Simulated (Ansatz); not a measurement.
## Electronic structure of Cd₃HgSe₄ in real space

```
Cd Hg Se
1.0
     6.21166    0.00000    0.00000
     0.00000    6.21166    0.00000
     0.00000    0.00000   12.42567
Cd Hg Se
6 2 8
Cartesian
  0.0000 0.0000 6.2128
  3.1058 3.1058 0.0000
  3.1058 0.0000 3.1064
  0.0000 3.1058 9.3193
  0.0000 3.1058 3.1064
  3.1058 0.0000 9.3193
  0.0000 0.0000 0.0000
  3.1058 3.1058 6.2128
  1.5414 1.5414 7.7772
  4.6472 4.6472 1.5644
  1.5645 1.5645 1.5644
  4.6703 4.6703 7.7772
  1.5414 4.6703 4.6484
  4.6472 1.5645 10.8613
  4.6703 1.5414 4.6484
  1.5645 4.6472 10.8613
```

Space group I-42m; a structure generated by program, which may or may not match a known phase.

Level of theory: DFT PBE, scalar-relativistic, plane waves, PAW in Ansatz 0.2.0.

The density is the valence pseudo-density of a PAW calculation; it isn't the true density close to the nuclei.

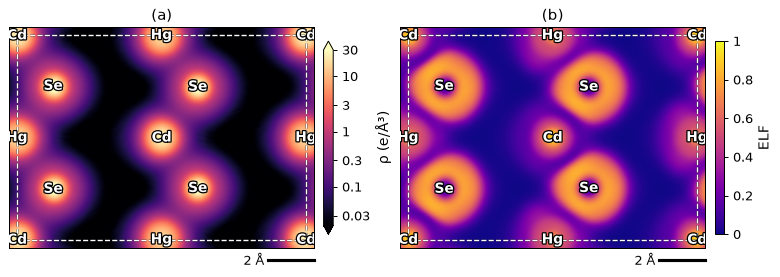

Figure 1. (a) valence electron density; (b) electron localisation function on the (11̄0) plane of the conventional cell.

Describe what can be read from this map.

- Atoms in the plane: Cd, Hg and Se.
- Cd–Se (2.68 Å): ρ at the midpoint is about 0.36 e/Å³; the ELF is about 0.40 at the midpoint and 0.15 at its lowest between the atoms.
- Hg–Se (2.71 Å): ρ is about 0.37 e/Å³ halfway; the ELF is about 0.35 at the midpoint and 0.20 at its lowest between the atoms.
- Between the atoms the lowest density in this plane is 0.008 e/Å³.
- The features right at Cd and Hg lie inside the PAW spheres, where the map follows smoothed inner orbitals and isn't to be read closely.

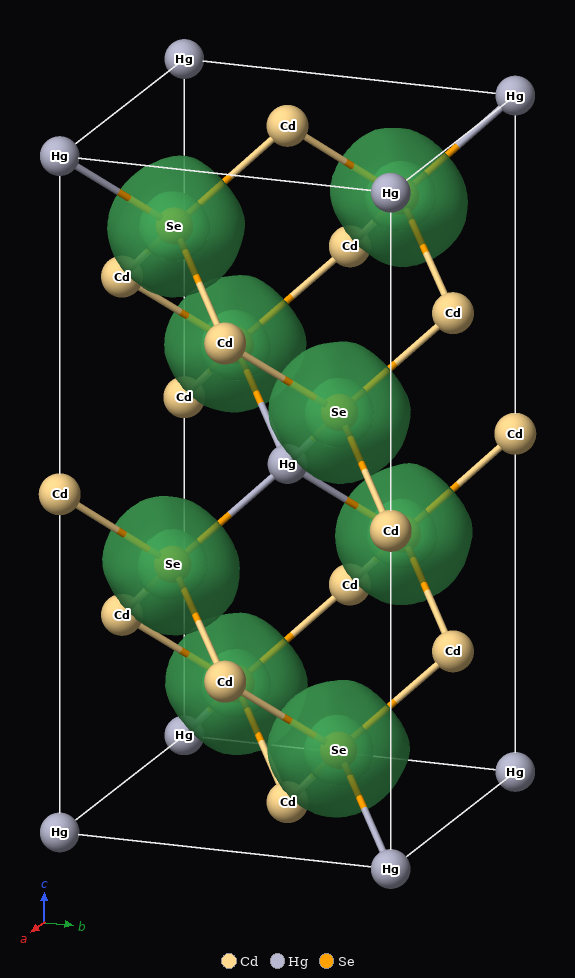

Figure 2. Isosurface of the electron localisation function at 0.7 (green), seen at an oblique angle. Core shells and regions of very low density are left out. Sticks mark near contacts.

What do the ELF domains correspond to?

The surface consists of eight regions wrapped around Se (the valence shell of each), counted in one cell of 16 atoms. Regions shared between cells count once.

How much charge does the calculation move between the atoms?

Electrons move from Cd and Hg towards Se. Bader charges: Cd +0.72, Hg +0.38 and Se −0.64 e.
